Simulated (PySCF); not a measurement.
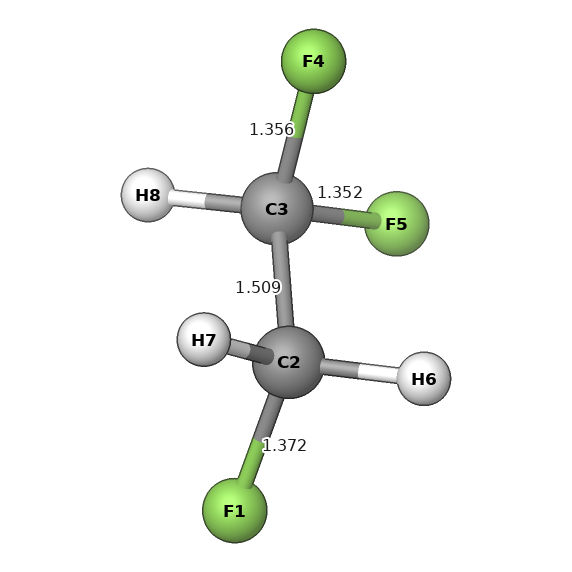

Bond lengths are marked in Å; every bond is drawn as one stick. The computed structure is the end point of a PBE0-D3(BJ)/def2-TZVP optimisation. No frequency run is at hand to confirm it as a minimum.

> Which of the marked bonds are single, double, triple or aromatic?

F1–C2 single; C2–C3 single; C3–F4 single; C3–F5 single.

> Give the structure as SMILES.

FCC(F)F
